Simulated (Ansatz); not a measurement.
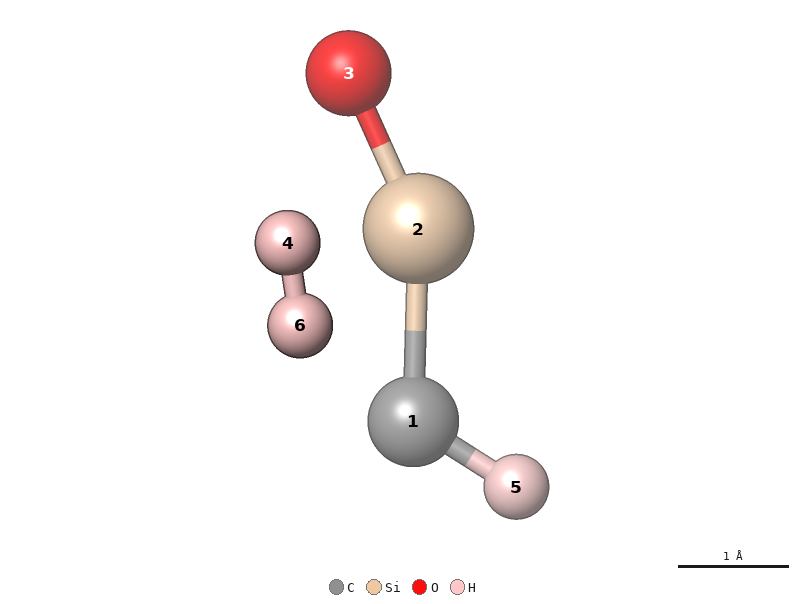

Orthographic view. Atoms fade into the background with distance from the viewer. State: neutral, doublet. Computed geometry: PBE-D4/def2-SVP optimisation. No frequency run is at hand to confirm it as a minimum.

Give the distance matrix in Å.

| atom | C1 | Si2 | O3 | H4 | H5 | H6 |
| --- | --- | --- | --- | --- | --- | --- |
| C1 | 0.00 |  |  |  |  |  |
| Si2 | 1.76 | 0.00 |  |  |  |  |
| O3 | 3.23 | 1.55 | 0.00 |  |  |  |
| H4 | 3.48 | 2.98 | 3.15 | 0.00 |  |  |
| H5 | 1.11 | 2.52 | 4.07 | 4.20 | 0.00 |  |
| H6 | 3.05 | 2.96 | 3.47 | 0.77 | 3.70 | 0.00 |
